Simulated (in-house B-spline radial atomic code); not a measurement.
## Many-body perturbation calculation for Bi³⁺

System: Bi³⁺, core [Xe] 4f14 5d10 6s2.
Method: relativistic RPA (time-dependent Dirac-Hartree-Fock) and second-order many-body perturbation theory, no-pair Dirac-Coulomb, closed shell, B-spline basis (in-house B-spline radial atomic code).

### Input file
```
basis_form = 2
Z = 83
core_configuration = [Xe] 4f14 5d10 6s2
rms_radius = 5.5211
mass_number = 209
speed_of_light = 137.035999084
box_radius = 14.844
lmax = 7
intervals = 63
virtual_cutoff = 172225.0
```

Hardware: 1 CPU thread, shared host.

The run was one of a batch that the task file lists, launched with:
```bash
python <driver script> task.json out
```

The program writes its results to a structured record and prints no log; tables and figures of this report are taken from that record.

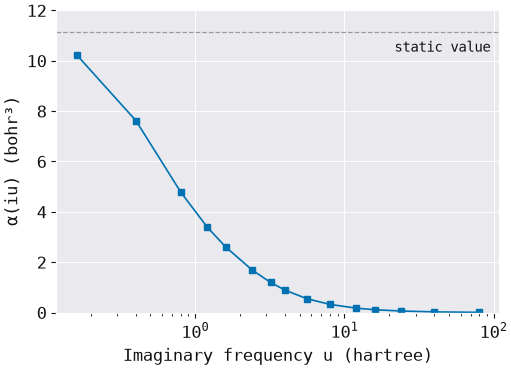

Fig. 1: Dipole polarisability at imaginary frequency of Bi³⁺ (bismuth, Z = 83), [Xe] 4f¹⁴ 5d¹⁰ 6s². Relativistic RPA on Dirac–Hartree–Fock, no-pair Dirac–Coulomb, finite nucleus, computed with a B-spline radial code. The static dipole polarisability is 11.2 bohr³; α(iu) falls to half of it near u = 0.66 hartree. The Casimir–Polder integral gives C₆ = 67.4 hartree bohr⁶ for two such species.

### Summary

- outcome: converged
- wall time: 29 s

### Notes

Limits: RPA puts the weak triplet-like excitations of an outer s2 shell too low.
